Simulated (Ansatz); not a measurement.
## Geometry relaxation, with input and output: HfH2S2Cl2 (part 2 of 2)

HfH2S2Cl2, SMILES [SH][Hf]([SH])([Cl])[Cl]; RKS PBE0-D4/def2-TZVP (Ansatz 0.2.0). The geometry: GFN2-xTB start.

Geometry of the input (Å):
```
S  -0.8686  0.9787  1.9120
Hf -0.0192  0.0785  -0.2502
S  1.1561  -1.7994  0.8874
Cl 0.7605  -0.7158  -2.3239
Cl -1.1001  1.8326  -1.3880
H  -1.5568  1.9849  1.3835
H  1.6281  -2.3596  -0.2209
```

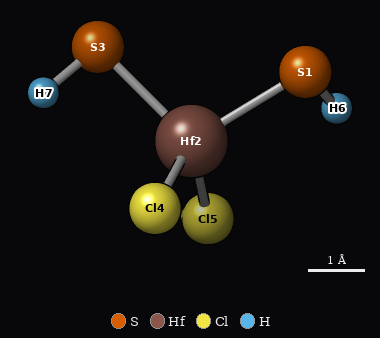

**Figure 1.** The geometry at step 27 of the log (ball-and-stick view, seen at a tilt; atoms are numbered from 1 in the order of the input).

### Trajectory as extended XYZ, continued
```
7
Properties=species:S:1:pos:R:3:forces:R:3 step=11 energy=-48047.90157
S    -0.1648    1.2713    1.8070    0.1757   0.1314  -0.2053
Hf   -0.0286    0.0996   -0.3260   -0.0150   0.0451  -0.1525
S     0.4048   -2.0385    0.7593   -0.2089  -0.0144  -0.2074
Cl    1.5977    0.0125   -2.0326   -0.0099   0.3000   0.3861
Cl   -1.9181    1.0159   -1.3997    0.0587  -0.4574   0.1484
H    -1.1729    2.0676    1.3852    0.1639  -0.0502  -0.0141
H     1.2820   -2.4284   -0.1931   -0.1645   0.0456   0.0449
7
Properties=species:S:1:pos:R:3:forces:R:3 step=12 energy=-48048.08610
S    -0.1186    1.3833    1.7809    0.1366   0.0231  -0.2029
Hf   -0.0255    0.0877   -0.2882   -0.0171   0.0507  -0.1603
S     0.3503   -2.1203    0.6853   -0.1745   0.0791  -0.1437
Cl    1.6621    0.1667   -1.9232   -0.0792   0.2256   0.3574
Cl   -1.9708    0.8239   -1.3838    0.1276  -0.3776   0.1557
H    -1.1345    2.1835    1.3819    0.1766  -0.1361  -0.0566
H     1.2371   -2.5248   -0.2529   -0.1700   0.1352   0.0503
7
Properties=species:S:1:pos:R:3:forces:R:3 step=13 energy=-48048.23781
S     0.0051    1.4089    1.7409   -0.0665   0.0535  -0.2589
Hf   -0.0282    0.0945   -0.3120    0.0176  -0.0606   0.2055
S     0.2202   -2.1269    0.6601    0.0195   0.0958  -0.2496
Cl    1.7244    0.3319   -1.8373   -0.0141   0.0891   0.1674
Cl   -2.0261    0.6359   -1.3932    0.0381  -0.1636   0.0857
H    -1.0620    2.1594    1.3748    0.1830  -0.1050  -0.0207
H     1.1666   -2.5036   -0.2333   -0.1776   0.0909   0.0706
7
Properties=species:S:1:pos:R:3:forces:R:3 step=14 energy=-48048.29802
S     0.0209    1.5020    1.7451   -0.0767   0.0025  -0.1163
Hf   -0.0187    0.0626   -0.2074   -0.0039   0.0123  -0.0446
S     0.2005   -2.2090    0.6154    0.0561   0.0658  -0.1098
Cl    1.7515    0.4459   -1.6752   -0.0187   0.0117   0.0732
Cl   -2.0308    0.4520   -1.3184    0.0291  -0.0480   0.0492
H    -0.9886    2.2418    1.2275    0.1115  -0.0849   0.0456
H     1.0653   -2.4953   -0.3869   -0.0973   0.0407   0.1027
7
Properties=species:S:1:pos:R:3:forces:R:3 step=15 energy=-48048.30308
S     0.0237    1.4689    1.7367    0.0076   0.0063  -0.0002
Hf   -0.0216    0.0709   -0.2356    0.0031  -0.0078   0.0289
S     0.1985   -2.1769    0.6273   -0.0077  -0.0063  -0.0020
Cl    1.7731    0.4870   -1.6594    0.0113   0.0024  -0.0089
Cl   -2.0516    0.4083   -1.3248   -0.0131   0.0022  -0.0070
H    -0.9530    2.2526    1.2359   -0.0011  -0.0120  -0.0093
H     1.0309   -2.5108   -0.3800    0.0000   0.0152  -0.0015
7
Properties=species:S:1:pos:R:3:forces:R:3 step=16 energy=-48048.30352
S     0.0297    1.4745    1.7385   -0.0035  -0.0013  -0.0184
Hf   -0.0208    0.0687   -0.2278    0.0005  -0.0021   0.0074
S     0.1927   -2.1829    0.6268    0.0001   0.0114  -0.0144
Cl    1.7737    0.4797   -1.6557   -0.0051  -0.0035   0.0075
Cl   -2.0512    0.4123   -1.3178    0.0067  -0.0009   0.0072
H    -0.9562    2.2360    1.2204    0.0007  -0.0006   0.0059
H     1.0320   -2.4882   -0.3844    0.0006  -0.0029   0.0048
7
Properties=species:S:1:pos:R:3:forces:R:3 step=17 energy=-48048.30354
S     0.0281    1.4767    1.7357    0.0058   0.0061   0.0033
Hf   -0.0208    0.0686   -0.2275    0.0004  -0.0011   0.0040
S     0.1938   -2.1831    0.6231   -0.0056  -0.0073   0.0007
Cl    1.7764    0.4717   -1.6528    0.0054   0.0065  -0.0066
Cl   -2.0529    0.4171   -1.3107   -0.0066  -0.0021  -0.0080
H    -0.9602    2.2355    1.2186   -0.0009  -0.0012   0.0035
H     1.0356   -2.4866   -0.3864    0.0015  -0.0009   0.0031
7
Properties=species:S:1:pos:R:3:forces:R:3 step=18 energy=-48048.30326 accepted=F
S     0.0507    1.4896    1.7215   -0.0108   0.0020   0.0180
Hf   -0.0211    0.0706   -0.2336   -0.0020   0.0073  -0.0240
S     0.1691   -2.1865    0.6091    0.0137  -0.0111   0.0122
Cl    1.7779    0.4709   -1.6577   -0.0009  -0.0067  -0.0010
Cl   -2.0546    0.4202   -1.3140    0.0010   0.0062   0.0026
H    -0.9756    2.2203    1.2394    0.0046  -0.0010  -0.0049
H     1.0535   -2.4852   -0.3647   -0.0055   0.0033  -0.0029
7
Properties=species:S:1:pos:R:3:forces:R:3 step=19 energy=-48048.30364
S     0.0342    1.4793    1.7330    0.0003   0.0000  -0.0007
Hf   -0.0209    0.0692   -0.2295    0.0002  -0.0001   0.0007
S     0.1874   -2.1839    0.6207   -0.0004   0.0002  -0.0004
Cl    1.7757    0.4741   -1.6555    0.0005   0.0001  -0.0004
Cl   -2.0527    0.4167   -1.3143   -0.0005   0.0001  -0.0004
H    -0.9632    2.2325    1.2254   -0.0002  -0.0004   0.0006
H     1.0396   -2.4879   -0.3798    0.0001   0.0001   0.0006
7
Properties=species:S:1:pos:R:3:forces:R:3 step=20 energy=-48048.30368
S     0.0414    1.4908    1.7288   -0.0104   0.0072  -0.0080
Hf   -0.0139    0.0738   -0.2288    0.0026   0.0009   0.0010
S     0.1958   -2.1762    0.6292    0.0087  -0.0043  -0.0102
Cl    1.7823    0.4727   -1.6570    0.0005   0.0003  -0.0005
Cl   -2.0461    0.4151   -1.3149   -0.0003  -0.0001  -0.0003
H    -0.9803    2.2196    1.2326    0.0093  -0.0083   0.0068
H     1.0208   -2.4957   -0.3899   -0.0104   0.0043   0.0111
7
Properties=species:S:1:pos:R:3:forces:R:3 step=21 energy=-48048.30371
S     0.0432    1.4923    1.7267   -0.0024   0.0037  -0.0009
Hf   -0.0125    0.0742   -0.2299   -0.0018   0.0014   0.0020
S     0.1953   -2.1754    0.6300    0.0013   0.0004   0.0000
Cl    1.7836    0.4720   -1.6582    0.0020  -0.0005  -0.0013
Cl   -2.0452    0.4153   -1.3151   -0.0004  -0.0001  -0.0010
H    -0.9835    2.2168    1.2358    0.0024  -0.0038   0.0017
H     1.0190   -2.4952   -0.3893   -0.0011  -0.0011  -0.0005
7
Properties=species:S:1:pos:R:3:forces:R:3 step=22 energy=-48048.30375
S     0.0466    1.4966    1.7243    0.0056  -0.0013   0.0036
Hf   -0.0098    0.0762   -0.2305   -0.0002   0.0007   0.0000
S     0.1969   -2.1725    0.6321   -0.0059   0.0031   0.0109
Cl    1.7862    0.4715   -1.6598    0.0008  -0.0010   0.0001
Cl   -2.0430    0.4160   -1.3151   -0.0004  -0.0001  -0.0012
H    -0.9902    2.2100    1.2394   -0.0061   0.0025  -0.0018
H     1.0134   -2.4979   -0.3904    0.0062  -0.0039  -0.0115
7
Properties=species:S:1:pos:R:3:forces:R:3 step=23 energy=-48048.29438 accepted=F
S     0.1089    1.5825    1.6778   -0.6238   0.2641  -0.1835
Hf    0.0449    0.1147   -0.2398    0.0233  -0.0091  -0.0220
S     0.2372   -2.1139    0.6817    0.1148  -0.0605  -0.1702
Cl    1.8379    0.4613   -1.6885   -0.0280  -0.0045   0.0316
Cl   -1.9979    0.4236   -1.3172    0.0028  -0.0093  -0.0084
H    -1.1225    2.0829    1.3106    0.6342  -0.2649   0.1861
H     0.8914   -2.5512   -0.4246   -0.1233   0.0842   0.1664
7
Properties=species:S:1:pos:R:3:forces:R:3 step=24 energy=-48048.30423
S     0.0591    1.5201    1.7149    0.0027   0.0019  -0.0006
Hf    0.0047    0.0850   -0.2292    0.0028   0.0025  -0.0004
S     0.2161   -2.1572    0.6494    0.0008   0.0014   0.0025
Cl    1.7995    0.4707   -1.6625    0.0005  -0.0008   0.0006
Cl   -2.0289    0.4098   -1.3179    0.0001  -0.0009  -0.0012
H    -1.0214    2.1845    1.2559   -0.0035  -0.0034   0.0013
H     0.9709   -2.5129   -0.4105   -0.0033  -0.0007  -0.0023
7
Properties=species:S:1:pos:R:3:forces:R:3 step=25 energy=-48048.30486
S     0.0711    1.5386    1.7064   -0.0215   0.0199  -0.0122
Hf    0.0181    0.0946   -0.2301    0.0086  -0.0048  -0.0026
S     0.2289   -2.1417    0.6636    0.0205  -0.0078  -0.0261
Cl    1.8116    0.4706   -1.6679   -0.0020  -0.0010   0.0046
Cl   -2.0175    0.4082   -1.3186   -0.0013  -0.0009  -0.0034
H    -1.0481    2.1536    1.2682    0.0195  -0.0149   0.0155
H     0.9359   -2.5239   -0.4216   -0.0237   0.0094   0.0243
7
Properties=species:S:1:pos:R:3:forces:R:3 step=26 energy=-48048.30562
S     0.0840    1.5620    1.6950   -0.0712   0.0430  -0.0313
Hf    0.0322    0.1048   -0.2316    0.0125  -0.0060  -0.0080
S     0.2446   -2.1253    0.6774    0.0476  -0.0279  -0.0728
Cl    1.8251    0.4699   -1.6729   -0.0054   0.0005   0.0084
Cl   -2.0047    0.4044   -1.3223    0.0010  -0.0023  -0.0029
H    -1.0778    2.1224    1.2882    0.0704  -0.0402   0.0331
H     0.8965   -2.5382   -0.4337   -0.0547   0.0329   0.0736
7
Properties=species:S:1:pos:R:3:forces:R:3 step=27 energy=-48048.30470 accepted=F
S     0.1099    1.6054    1.6714   -0.3190   0.1195  -0.1041
Hf    0.0565    0.1223   -0.2358    0.0153  -0.0053  -0.0025
S     0.2689   -2.0968    0.7006    0.1009  -0.0740  -0.1981
Cl    1.8496    0.4679   -1.6816   -0.0079   0.0034   0.0118
Cl   -1.9821    0.3952   -1.3311    0.0034  -0.0036  -0.0022
H    -1.1286    2.0606    1.3275    0.3195  -0.1266   0.0959
H     0.8258   -2.5546   -0.4511   -0.1121   0.0867   0.1992
7
Properties=species:S:1:pos:R:3:forces:R:3 step=28 energy=-48048.30686
S     0.0920    1.5807    1.6837   -0.0396   0.0221  -0.0269
Hf    0.0439    0.1120   -0.2347    0.0070  -0.0052   0.0104
S     0.2605   -2.1124    0.6870    0.0255  -0.0099  -0.0418
Cl    1.8426    0.4742   -1.6698   -0.0130   0.0005   0.0017
Cl   -1.9986    0.3899   -1.3219    0.0126   0.0018  -0.0082
H    -1.0950    2.1010    1.3024    0.0385  -0.0278   0.0224
H     0.8546   -2.5455   -0.4468   -0.0310   0.0184   0.0424
7
Properties=species:S:1:pos:R:3:forces:R:3 step=29 energy=-48048.30779
S     0.1200    1.6314    1.6586   -0.2234   0.0726  -0.0532
Hf    0.0688    0.1230   -0.2280   -0.0002   0.0471  -0.0816
S     0.2905   -2.0897    0.7177    0.0640  -0.0653  -0.1348
Cl    1.8476    0.4834   -1.6878   -0.0016  -0.0126   0.0347
Cl   -1.9559    0.3786   -1.3559    0.0140  -0.0143   0.0354
H    -1.1418    2.0337    1.3552    0.2184  -0.0817   0.0573
H     0.7709   -2.5604   -0.4597   -0.0712   0.0543   0.1421
7
Properties=species:S:1:pos:R:3:forces:R:3 step=30 energy=-48048.30930
S     0.1301    1.6602    1.6268   -0.3050   0.0740  -0.0847
Hf    0.0940    0.1451   -0.2549   -0.0116   0.0044   0.0675
S     0.3204   -2.0489    0.7364    0.0672  -0.0848  -0.2577
Cl    1.8959    0.4866   -1.6886    0.0006   0.0075  -0.0109
Cl   -1.9536    0.3693   -1.3457    0.0119  -0.0125  -0.0190
H    -1.1774    1.9612    1.3891    0.3193  -0.0902   0.0636
H     0.6906   -2.5735   -0.4631   -0.0826   0.1016   0.2412
7
Properties=species:S:1:pos:R:3:forces:R:3 step=31 energy=-48048.31630
S     0.1408    1.7028    1.5964   -0.0112   0.0150   0.0079
Hf    0.1084    0.1574   -0.2580   -0.0173   0.0123  -0.0285
S     0.3311   -2.0321    0.7388    0.0063  -0.0096   0.0373
Cl    1.9086    0.5089   -1.6905    0.0024   0.0008  -0.0017
Cl   -1.9298    0.3368   -1.3739    0.0124   0.0007  -0.0032
H    -1.1840    1.9109    1.4432    0.0166  -0.0209   0.0042
H     0.6250   -2.5846   -0.4560   -0.0092   0.0016  -0.0160
7
Properties=species:S:1:pos:R:3:forces:R:3 step=32 energy=-48048.31799
S     0.1590    1.7350    1.5654   -0.2197   0.0060  -0.0555
Hf    0.1284    0.1735   -0.2760    0.0307   0.0248   0.0557
S     0.3639   -1.9892    0.7802    0.0021  -0.0035  -0.1438
Cl    1.9272    0.5291   -1.7092    0.0072  -0.0075   0.0110
Cl   -1.8980    0.3196   -1.4178   -0.0088  -0.0137   0.0112
H    -1.1960    1.7926    1.4950    0.2042  -0.0092   0.0274
H     0.5155   -2.5605   -0.4377   -0.0157   0.0031   0.0941
7
Properties=species:S:1:pos:R:3:forces:R:3 step=33 energy=-48048.31909
S     0.1536    1.7743    1.5378   -0.2720  -0.0050  -0.0067
Hf    0.1440    0.1943   -0.2871   -0.0088  -0.0227  -0.0110
S     0.3797   -1.9683    0.7689    0.0063  -0.1011  -0.1633
Cl    1.9512    0.5427   -1.7107    0.0003   0.0156   0.0033
Cl   -1.8879    0.3105   -1.4226    0.0092  -0.0082  -0.0018
H    -1.2073    1.7530    1.5400    0.2876  -0.0055   0.0006
H     0.4667   -2.6064   -0.4263   -0.0226   0.1269   0.1788
7
Properties=species:S:1:pos:R:3:forces:R:3 step=34 energy=-48048.32317
S     0.1573    1.7929    1.5144   -0.0002   0.0001  -0.0088
Hf    0.1455    0.1946   -0.2950   -0.0033   0.0095  -0.0417
S     0.3861   -1.9589    0.7742    0.0017  -0.0061   0.0025
Cl    1.9635    0.5642   -1.7016   -0.0231   0.0001   0.0181
Cl   -1.8760    0.2628   -1.4571    0.0346   0.0061   0.0249
H    -1.1883    1.7267    1.5881   -0.0024  -0.0140  -0.0036
H     0.4119   -2.5822   -0.4229   -0.0072   0.0044   0.0086
7
Properties=species:S:1:pos:R:3:forces:R:3 step=35 energy=-48048.32379
S     0.1538    1.7978    1.5054    0.0124   0.0031  -0.0034
Hf    0.1544    0.1957   -0.2999   -0.0163   0.0028   0.0110
S     0.3983   -1.9553    0.7779   -0.0034   0.0088   0.0007
Cl    1.9673    0.5805   -1.7052    0.0099   0.0019  -0.0046
Cl   -1.8675    0.2669   -1.4560    0.0041  -0.0048   0.0010
H    -1.1896    1.7063    1.5898   -0.0033  -0.0148  -0.0035
H     0.3834   -2.5919   -0.4120   -0.0034   0.0030  -0.0013
7
Properties=species:S:1:pos:R:3:forces:R:3 step=36 energy=-48048.32412
S     0.1538    1.8056    1.4968    0.0156   0.0059   0.0035
Hf    0.1545    0.1992   -0.3034   -0.0102   0.0004  -0.0005
S     0.3927   -1.9488    0.7807    0.0004   0.0010   0.0017
Cl    1.9704    0.5796   -1.7062    0.0072   0.0022  -0.0038
Cl   -1.8668    0.2686   -1.4607    0.0025  -0.0046  -0.0009
H    -1.1859    1.6852    1.6000   -0.0097  -0.0103  -0.0015
H     0.3813   -2.5893   -0.4072   -0.0058   0.0054   0.0016
7
Properties=species:S:1:pos:R:3:forces:R:3 step=37 energy=-48048.32399 accepted=F
S     0.1519    1.8397    1.4606   -0.2104  -0.0407   0.0331
Hf    0.1685    0.2147   -0.3211   -0.0043  -0.0091   0.0189
S     0.4050   -1.9181    0.7948   -0.0050  -0.0309  -0.0746
Cl    1.9907    0.6060   -1.7116    0.0121   0.0037  -0.0091
Cl   -1.8467    0.2480   -1.4899   -0.0076  -0.0055  -0.0086
H    -1.1705    1.5899    1.6473    0.2132   0.0419  -0.0293
H     0.3012   -2.5803   -0.3801    0.0021   0.0406   0.0695
7
Properties=species:S:1:pos:R:3:forces:R:3 step=38 energy=-48048.32483
S     0.1543    1.8215    1.4819   -0.0252  -0.0048  -0.0030
Hf    0.1625    0.2077   -0.3111    0.0012  -0.0018   0.0052
S     0.4029   -1.9325    0.7877   -0.0005  -0.0079  -0.0229
Cl    1.9812    0.5972   -1.7079    0.0051   0.0009  -0.0030
Cl   -1.8554    0.2510   -1.4757   -0.0008  -0.0007  -0.0012
H    -1.1767    1.6373    1.6191    0.0223   0.0022   0.0029
H     0.3312   -2.5823   -0.3940   -0.0022   0.0122   0.0220
7
Properties=species:S:1:pos:R:3:forces:R:3 step=39 energy=-48048.32412 accepted=F
S     0.1467    1.8477    1.4524   -0.1878  -0.0319   0.0454
Hf    0.1743    0.2188   -0.3257   -0.0259  -0.0068  -0.0204
S     0.4170   -1.9108    0.7916   -0.0103  -0.0584  -0.0702
Cl    2.0003    0.6151   -1.7119   -0.0035   0.0073   0.0021
Cl   -1.8398    0.2320   -1.4994    0.0156  -0.0027   0.0022
H    -1.1671    1.5789    1.6673    0.2023   0.0356  -0.0410
H     0.2686   -2.5816   -0.3744    0.0096   0.0570   0.0819
7
Properties=species:S:1:pos:R:3:forces:R:3 step=40 energy=-48048.32499
S     0.1509    1.8260    1.4766   -0.0039   0.0046   0.0022
Hf    0.1671    0.2100   -0.3136   -0.0051  -0.0028  -0.0036
S     0.4127   -1.9273    0.7889   -0.0053  -0.0042  -0.0077
Cl    1.9859    0.6017   -1.7097    0.0050   0.0048  -0.0016
Cl   -1.8502    0.2462   -1.4797    0.0016  -0.0043  -0.0004
H    -1.1753    1.6223    1.6263    0.0075  -0.0002   0.0031
H     0.3089   -2.5789   -0.3888    0.0002   0.0022   0.0080
7
Properties=species:S:1:pos:R:3:forces:R:3 step=41 energy=-48048.32509
S     0.1537    1.8422    1.4575   -0.0601  -0.0095   0.0068
Hf    0.1723    0.2161   -0.3234    0.0011   0.0010  -0.0149
S     0.4116   -1.9150    0.7919    0.0094  -0.0178  -0.0178
Cl    1.9970    0.6304   -1.7064   -0.0066  -0.0091   0.0041
Cl   -1.8395    0.2176   -1.5003    0.0056   0.0103   0.0019
H    -1.1590    1.5871    1.6559    0.0501   0.0101  -0.0028
H     0.2639   -2.5783   -0.3753    0.0006   0.0149   0.0229
7
Properties=species:S:1:pos:R:3:forces:R:3 step=42 energy=-48048.32529
S     0.1482    1.8450    1.4529   -0.0321  -0.0063   0.0061
Hf    0.1710    0.2164   -0.3261    0.0082   0.0039  -0.0056
S     0.4190   -1.9125    0.7926   -0.0046  -0.0103  -0.0128
Cl    1.9979    0.6234   -1.7080   -0.0072  -0.0001   0.0035
Cl   -1.8390    0.2268   -1.5054    0.0016  -0.0023   0.0008
H    -1.1595    1.5796    1.6652    0.0328   0.0053  -0.0063
H     0.2623   -2.5787   -0.3713    0.0013   0.0098   0.0142
7
Properties=species:S:1:pos:R:3:forces:R:3 step=43 energy=-48048.32533
S     0.1474    1.8462    1.4523   -0.0004   0.0009   0.0000
Hf    0.1729    0.2177   -0.3265   -0.0020  -0.0014  -0.0005
S     0.4177   -1.9107    0.7940    0.0003   0.0010  -0.0006
Cl    1.9984    0.6249   -1.7094    0.0008   0.0007  -0.0003
Cl   -1.8371    0.2247   -1.5059    0.0021  -0.0005   0.0007
H    -1.1572    1.5725    1.6651    0.0000   0.0010   0.0013
H     0.2579   -2.5752   -0.3695   -0.0007  -0.0017  -0.0006
```

### Summary

| quantity | value |
| --- | --- |
| outcome | converged |
| total energy | −48048.3254 eV |
| mean-field energy | −48048.0980 eV |
| dispersion energy | −0.2273 eV |
| SCF solution under orbital rotations | stable |
| largest force (length of the vector) at the end | 0.002 eV/Å |
| dipole moment | 0.79 D |
| hardware | 4 threads of Arm Neoverse V2, 23 GiB of memory available, shared host |
| wall time | 2.6 min (CPU time 10 min) |
| peak memory | 0.69 GiB |
